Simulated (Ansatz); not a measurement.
# FGaHNS (SMILES [NH][S][Ga][F]) (triplet): what the fields show

Input file:

```
crystal:
  periodic: [false, false, false]
  atoms:
    - {symbol: F, position_ang: [-0.210532, 0.621127, 1.744434]}
    - {symbol: Ga, position_ang: [-1.899733, 0.116929, 1.615130]}
    - {symbol: "N", position_ang: [-4.295975, 0.277729, -0.362166]}
    - {symbol: S, position_ang: [-2.744067, 0.839104, -0.444912]}
    - {symbol: H, position_ang: [-4.732717, 0.565633, -1.252294]}
basis:
  gaussian:
    orbitals: def2-TZVPD
hamiltonian:
  xc: pbe0
output: {forces: true, orbitals: {seedname: orbitals}}
magnetization:
  spin_polarized: true
  initial_magnetization: 2
```

Launched as:

```sh
ansatz run input.yaml --threads 1 --pin off --max-ram 2610MiB --events-out events.jsonl --progress --plain --runs-dir runs
```

Geometry: r2SCAN-D4/def2-SVP.

The calculation used isolated molecule in a Gaussian basis; Kohn-Sham density functional theory, functional PBE0 in Ansatz.

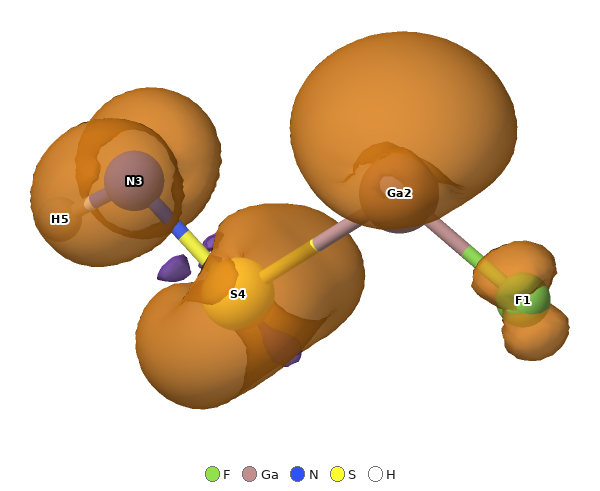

Figure 1. Isosurfaces of the spin density (α minus β) at +0.03 (orange) and −0.03 e/Å³ (purple), seen at a tilt.

Which atoms carry the spin?

Answer. The unpaired spin (2 electrons) lies mostly on Ga2 (about 0.7), N3 (about 0.7) and S4 (about 0.6), in electrons by Hirshfeld's partition.

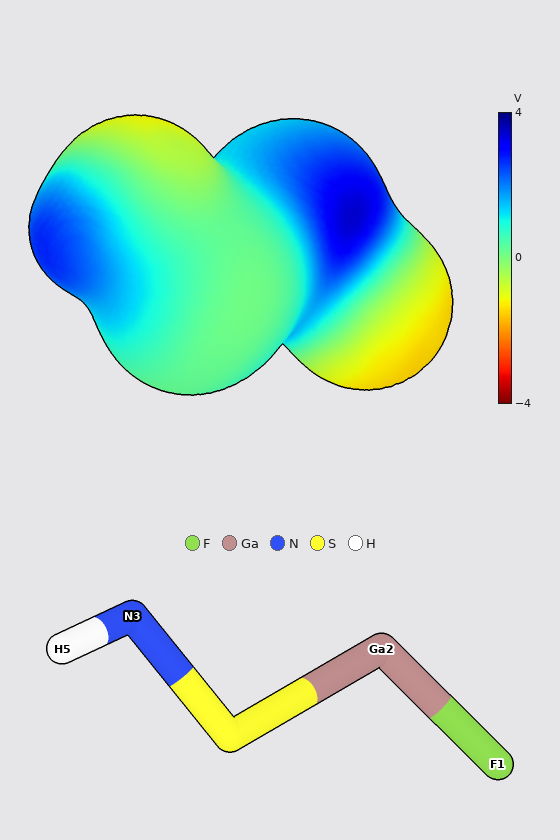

Figure 2. The molecular electrostatic potential painted on the density surface at 0.004 e/bohr³, seen at a tilt; red is negative and blue positive. The bare structure is drawn below in the same view.

Which sites attract a positive test charge, and which a negative one?

Answer. A positive charge is drawn to the negative regions and a negative charge to the positive ones. The most negative region (about −1.5 V) lies over F1, the most positive (about +3.4 V) over Ga2.

What dipole moment does the calculation give?

Answer. Its dipole moment is 1.64 D.

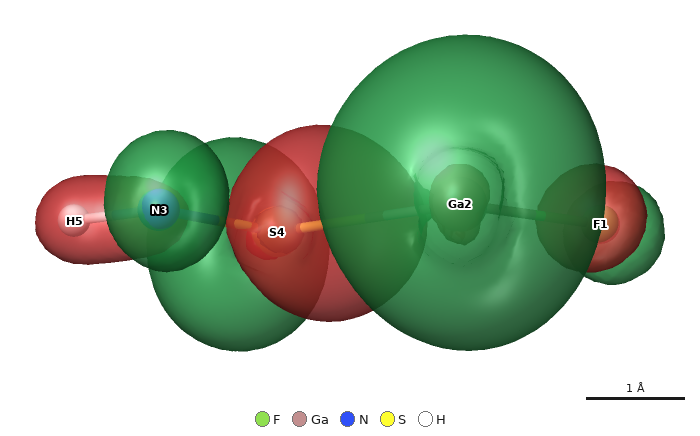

Figure 3. The HOMO−1 (α) at ±0.1 Å⁻³ᐟ² (green and red are the two phases), seen from one side.

What is the character of this orbital?

Answer. It lies mainly on Ga2 (about 55 %), S4 (about 30 %), N3 (about 5 %) and F1 (about 5 %); it is symmetric in the molecular plane (an in-plane orbital: σ, lone-pair or in-plane π type). Its energy is −6.94 eV.

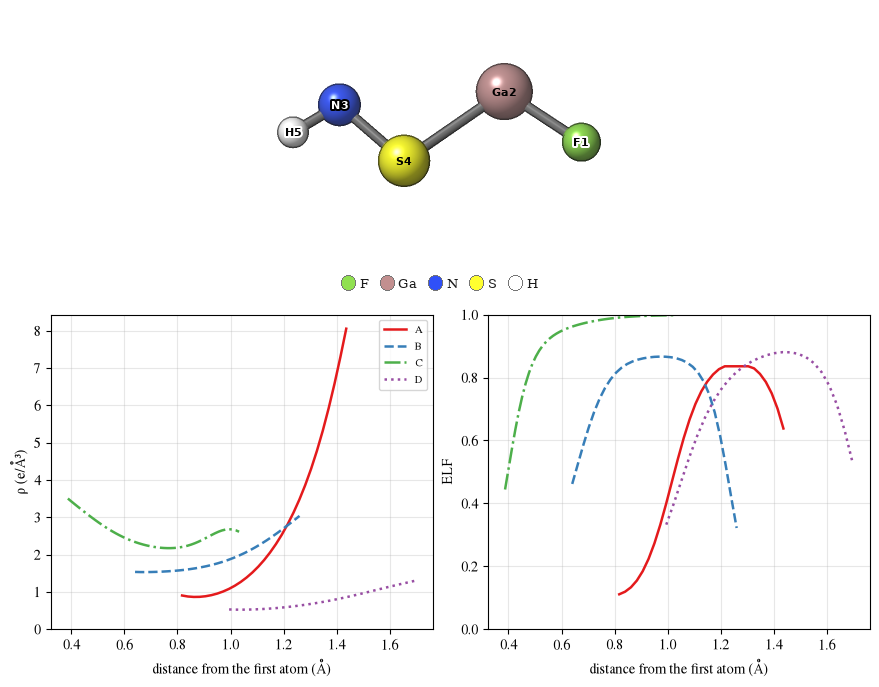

Figure 4. Electron density and electron localisation function along straight lines between neighbouring atoms. The curves leave out the atomic cores. The structure is drawn too.

Which curve belongs to which contact (Ga–F, Ga–S, N–H and S–N)? The first atom named is at distance zero.

Answer. Curve A: Ga–F (1.77 Å): ρ is about 0.87 e/Å³ halfway; the ELF peaks at about 0.85 in the valence shell of F, 0.6 Å from its nucleus, and is about 0.15 at the midpoint. Curve B: S–N (1.65 Å): ρ at the midpoint is about 1.6 e/Å³; the ELF peaks at about 0.85 between the atoms, as expected for a covalent bond. Curve C: N–H (1.03 Å): the density is about 2.8 e/Å³ at the midpoint; the ELF climbs to about 1 towards the hydrogen, as it does in any bond to H: a covalent bond by its length. Curve D: Ga–S (2.34 Å): the density is about 0.56 e/Å³ at the midpoint; the ELF peaks at about 0.90 in the valence shell of S, 0.9 Å from its nucleus, and is about 0.70 at the midpoint.
